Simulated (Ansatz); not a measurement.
Input file:

```
crystal:
  periodic: [false, false, false]
  atoms:
    - { symbol: C, position_ang: [-0.4605, 1.0624, -0.029] }
    - { symbol: O, position_ang: [-0.9112, -0.2574, 0.0138] }
    - { symbol: Si, position_ang: [-0.1913, -1.2648, 1.0886] }
    - { symbol: S, position_ang: [-1.52045, -1.38422, 2.86903] }
    - { symbol: H, position_ang: [0.5425, 1.1964, -0.3587] }
    - { symbol: H, position_ang: [-1.1224, 1.626, -0.7964] }
    - { symbol: H, position_ang: [-0.6491, 1.6113, 0.9231] }
    - { symbol: H, position_ang: [-1.82895, -0.06351, 2.83017] }
basis:
  gaussian: { orbitals: def2-SVP }
hamiltonian:
  xc: pbe
  dispersion: d4
relax:
  f_tol: 0.015
  max_steps: 40
output:
  orbitals: {}
```

Command:

```sh
ansatz run input.yaml --threads 1 --pin off --max-ram 2048MiB --backend cpu --events-out ev --progress --plain --runs-dir out
```

The fields are those of the relaxed geometry.

Method: RKS PBE-D4/def2-SVP (Ansatz).

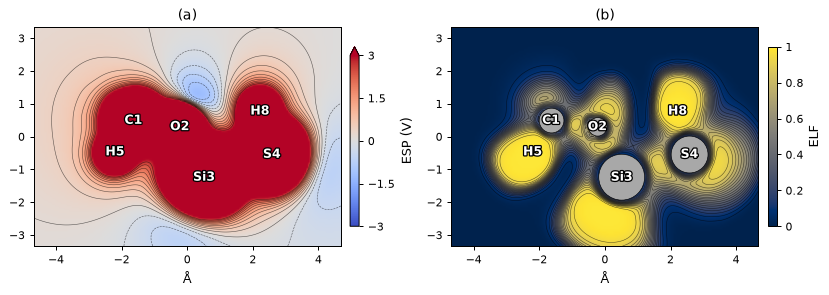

CH4OSSi (SMILES CO[Si]S). (a) electrostatic potential; (b) electron localisation function on the plane of atoms C1, O2 and Si3. Grey discs cover the atomic cores in the ELF map.

Q: What do the fields say about this system?

A:
- The plane passes through C, O, Si, S and H nuclei.
- C–O (1.42 Å): the ELF peaks at about 0.90 between the atoms, as expected for a shared but strongly polarised pair.
- Si–O (1.70 Å): the ELF peaks at about 0.85 between the atoms: a shared but strongly polarised pair.
- Si–S (2.18 Å): the ELF peaks at about 0.90 between the atoms, as expected for a shared electron pair.
- C–H (1.11 Å): the ELF climbs to about 1 towards the hydrogen, as it does in any bond to H (an ordinary covalent bond to hydrogen).
- S–H (1.37 Å): the ELF climbs to about 1 towards the hydrogen.
- The ELF also peaks beside Si3, S4 and O2, away from the bonds: lone-pair regions.
- Outside the dense part of the molecule the potential is most negative (−1.2 V) near O2.
